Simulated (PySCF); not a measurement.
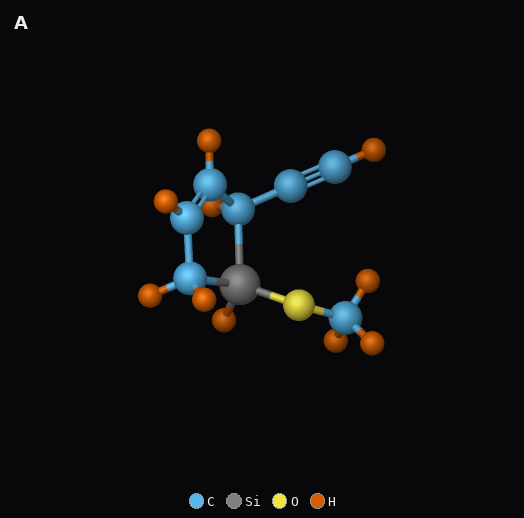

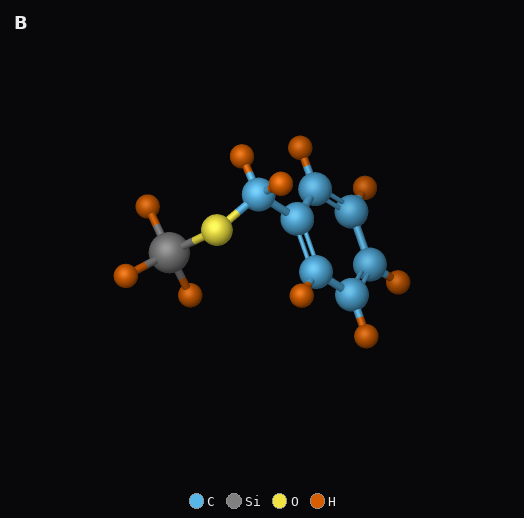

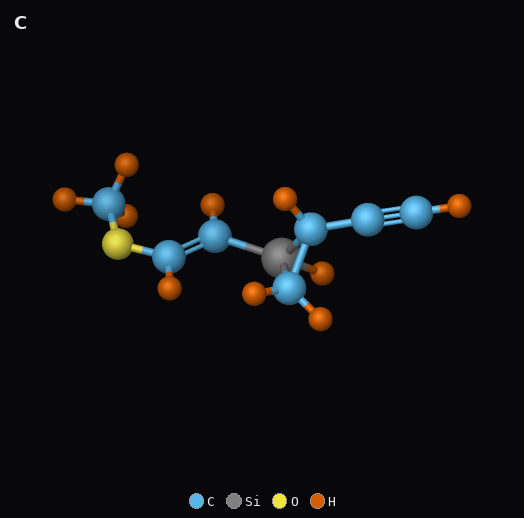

3 stationary structures of one formula. Geometries: PBE0-D3(BJ)/def2-SVP. Electronic energies: PBE0-D3(BJ)/def2-SVP (PySCF 2.14.0), without zero-point energy. No frequency run is at hand to confirm each as a minimum. Each is one conformer, not always the lowest.

### How are they related?

They are constitutional isomers of C7H10OSi: A `C#C[C@@H]1C=CC[Si@@H]1OC`, B `[SiH3]OCc1ccccc1`, C `C#C[C@@H]1C[Si@H]1/C=C/OC`.

### Which is lowest in energy, and by how much?

B is lowest; A lies 48.7 kcal/mol above it, C lies 99.6 kcal/mol above it.
